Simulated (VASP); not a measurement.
Band structure of Os (hcp). All values below come from r2SCAN+rVV10, VASP's PBE PAW potentials (set 64) (plane waves; VASP).

Unless said otherwise, spin-orbit coupling is left out, though it shifts the bands of the heavy elements here.

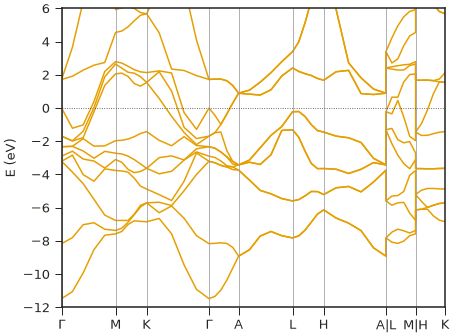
Fig. 1. Bands along high-symmetry lines, zero at the valence-band maximum or, without a gap, the Fermi level

Question: Read the plot: is there a gap, and where are the band edges?

Answer: It has no gap at this level: it comes out as a metal or semimetal.

The compound is Os in the hcp structure. It was relaxed first.
